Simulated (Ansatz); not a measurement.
TiSiNH₈O₃Cl: several calculations on one system

### Relaxation

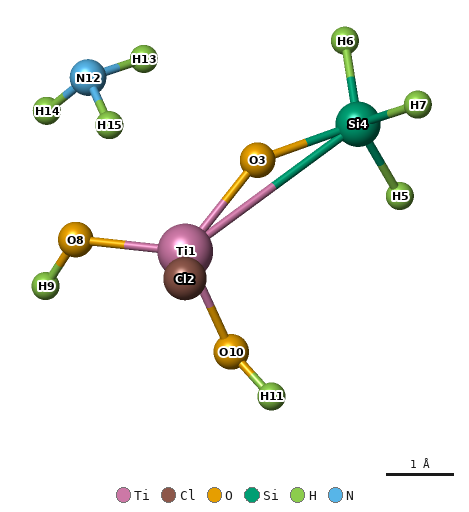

Starting structure of TiSiNH$_{8}$O$_{3}$Cl. A ball-and-stick model, seen at a tilt.

The run prepares an end point of a later path (reaction) calculation, from a guessed geometry.

The calculation used RKS PBE/def2-SVP in Ansatz 0.2.0.

The input:
```yaml
crystal:
  periodic: [false, false, false]
  atoms:
    - { symbol: Ti, position_ang: [-0.12153, -0.103567, 0.144763] }
    - { symbol: Cl, position_ang: [-0.374573, -0.219636, 2.470609] }
    - { symbol: O, position_ang: [1.568157, -0.416105, -0.39699] }
    - { symbol: Si, position_ang: [2.731352, -1.494856, -0.977055] }
    - { symbol: H, position_ang: [2.052477, -2.58175, -1.767323] }
    - { symbol: H, position_ang: [3.694952, -0.752802, -1.861528] }
    - { symbol: H, position_ang: [3.468611, -2.100076, 0.186513] }
    - { symbol: O, position_ang: [-0.781114, 1.392449, -0.609735] }
    - { symbol: H, position_ang: [-1.628026, 1.440423, -1.092794] }
    - { symbol: O, position_ang: [-1.137187, -1.443451, -0.435839] }
    - { symbol: H, position_ang: [-1.416582, -2.277267, -0.022595] }
    - { symbol: "N", position_ang: [1.520768, 2.452503, 1.313117] }
    - { symbol: H, position_ang: [2.138918, 1.836588, 0.771146] }
    - { symbol: H, position_ang: [0.760752, 2.735028, 0.681017] }
    - { symbol: H, position_ang: [1.081026, 1.855819, 2.045295] }
basis:
  gaussian: { orbitals: def2-SVP }
hamiltonian:
  xc: pbe
relax:
  f_tol: 0.03
  max_steps: 50
```

Launched with:
```bash
ansatz run input.yaml --threads 4 --pin off --max-ram 5120MiB --backend cpu --events-out ev --progress --plain --runs-dir out
```

Question: Where does the relaxation end?

Answer: Over 18 geometry steps the energy falls by 13.2 kcal/mol. The largest force component goes from 0.92 to 0.027 eV/Å. N12 moves most after the best rigid fit: 0.65 Å. By element the largest moves are N 0.65 Å, H 0.49 Å, O 0.35 Å, Ti 0.32 Å, Cl 0.15 Å, Si 0.10 Å. Some distances before and after: Ti1–N12 3.255 → 2.318 Å, Ti1–H14 3.021 → 2.808 Å, Ti1–H13 3.044 → 2.851 Å, Ti1–H15 2.983 → 2.861 Å. New bonds form, among them: Ti1–N12 (3.26 → 2.32 Å). Bond angles that change, for instance: Si4–Ti1–O10 93.7° → 83.3°, Cl2–Ti1–O10 103.0° → 92.7°, Ti1–O8–H9 124.5° → 115.7°. Groups turn about Ti1–O10 by about 25°.

The structure at the end:

```xyz
15

Ti    0.1050    0.1008    0.2508
Cl   -0.5173   -0.2557    2.4432
O     1.8013   -0.3073   -0.2925
Si    2.6813   -1.5131   -1.0602
H     1.7595   -2.5439   -1.6570
H     3.5224   -0.9064   -2.1529
H     3.5945   -2.1870   -0.0697
O    -0.6917    1.4136   -0.7350
H    -1.3804    1.1153   -1.3589
O    -0.8195   -1.3302   -0.3340
H    -1.3451   -1.9784    0.1661
N     1.1018    1.9602    1.2116
H     2.1203    1.9400    1.0762
H     0.7261    2.7949    0.7430
H     0.8998    2.0204    2.2178
```

After the run, drawn alike:

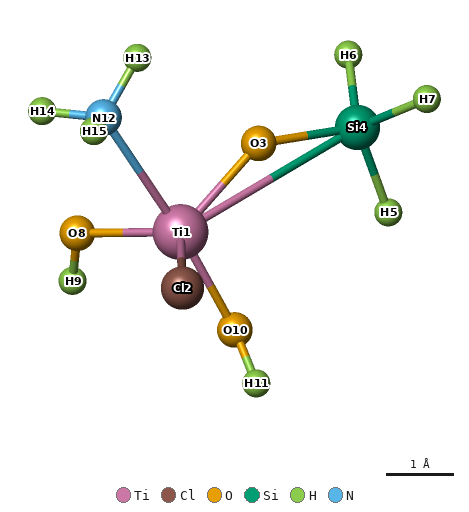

Limits of the set-up: the start holds two separate molecules, 2.4 Å apart at their closest, whose relative position is a soft coordinate and is computed without a dispersion correction.

### Relaxation

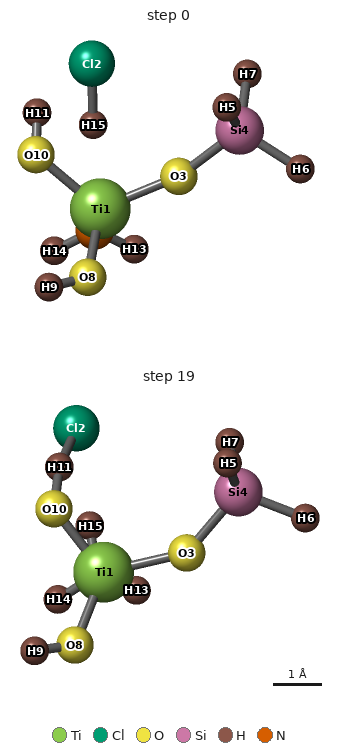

The structure of TiSiNH8O3Cl before (top) and after (bottom) a relaxation, at one scale.

A ball-and-stick model, seen from a free direction.

The run prepares an end point of a later path (reaction) calculation, from a guessed geometry.

Theory: RKS PBE/def2-SVP (Ansatz). Set-up: no spin polarisation; force threshold 0.03 eV/Å; at most 50 steps.

Question: Summarise the run.

Answer: Over 17 accepted moves (19 points after the start) the energy falls by 0.719 eV. The largest force component goes from 1.2 to 0.028 eV/Å. The line search rejected the trial steps at points 8, 11 of the run. An H atom moves most after the best rigid fit: 0.85 Å. By element the largest moves are H 0.85 Å, O 0.45 Å, Cl 0.36 Å, N 0.34 Å, Ti 0.22 Å, Si 0.03 Å. Some distances before and after: H–N 2.240 → 1.068 Å, Cl–H 2.332 → 1.579 Å, Cl–H 1.351 → 2.100 Å, H–Ti 2.910 → 2.574 Å. New bonds form, among them: Cl–H (2.33 → 1.58 Å), H–N (2.24 → 1.07 Å). Bonds break, among them: Cl–H (1.35 → 2.10 Å). Bond angles that change, for instance: Ti–O–Si 162.6° → 143.9°, O–Ti–N 105.8° → 94.9°, O–Ti–O 107.0° → 114.3°. Groups turn about O–Ti by about 40°, O–Si by about 35°, O–Ti by about 25°. The run took 64 s on 4 threads of Arm Neoverse V2, with other jobs on the host, peak memory 0.28 GiB.

Limits of the set-up: the start holds two separate molecules, 2.2 Å apart at their closest, whose relative position is a soft coordinate and is computed without a dispersion correction.

### Path

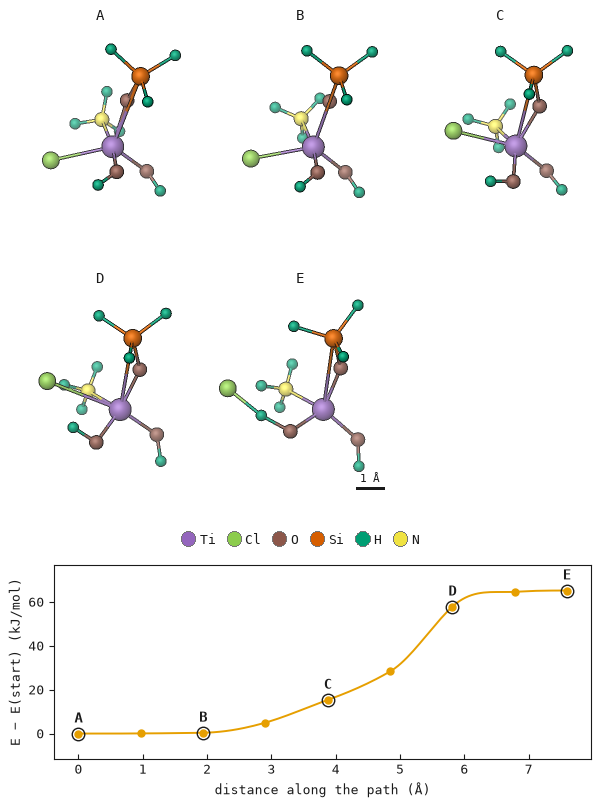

A search for the minimum-energy path of TiSiNH₈O₃Cl by the nudged elastic band. Images are numbered from 0 (start) to 8 (end). Frames A to E are images 0, 2, 4, 6, 8. A ball-and-stick model, seen from a free direction.

These are results of RKS PBE/def2-SVP in Ansatz, not measurements. Run with 7 movable images; climbing image; force threshold 0.05 eV/Å; iteration limit 60; starting path through a guess of the saddle point.

Describe the mechanism and the energy profile.

No barrier shows: the energy is highest at the end, and the end lies 65.2 kJ/mol above the start. Breaking: Cl–Ti (2.31 → 3.64 Å). Forming: Cl–H (2.97 → 1.58 Å). The band converged in 29 iterations. The largest component of the band force went from 5.6 to 0.047 eV/Å.

Cost: 8.7 min on 4 threads of Arm Neoverse V2, with other jobs on the host, peak memory 0.29 GiB.
